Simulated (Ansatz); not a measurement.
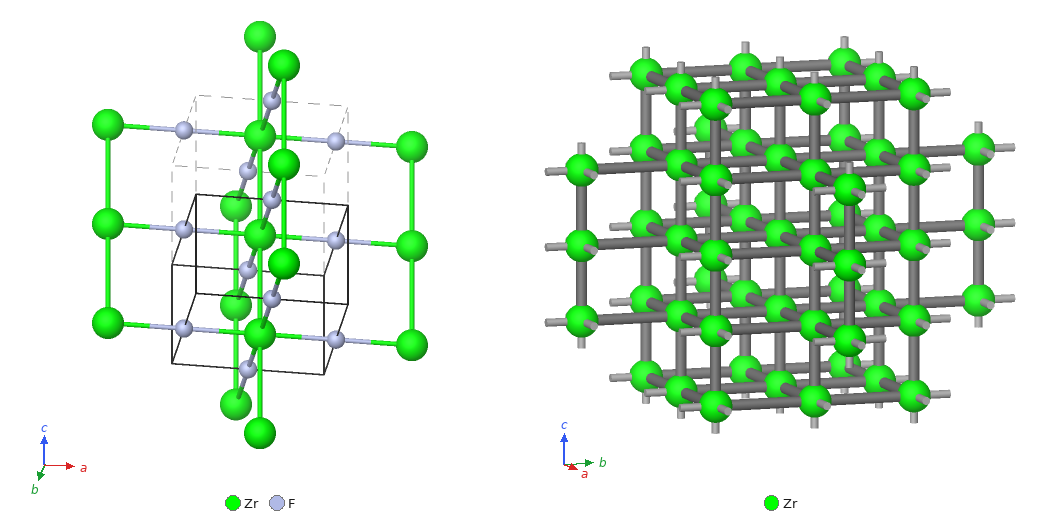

Left: the structure. Right: its underlying net. Nodes are coloured by element. Short stubs are edges that leave the cut-out.

ZrF₂ (space group P4/mmm, No. 123). Coordinates: the input geometry of an electronic-structure calculation (not necessarily at equilibrium); the starting structure was generated, so it need not be a known form of this composition.

Bonds are taken as F–Zr below 2.4 Å and Zr–Zr below 3.5 Å. Simplification: prune 0- and 1-connected atoms, fold 2-connected ones into links.

The result is a uninodal 6-connected, three-periodic net: Zr is a 6-connected node. F becomes part of the edges. It is the pcu net, known from NaCl, ReO3 and the B-X framework of perovskite. It is a single net, without interpenetration.

```json
{"node": "Zr", "links": "6", "point symbol": "4¹²·6³", "coordination sequence": "6 18 38 66 102 146"}
```
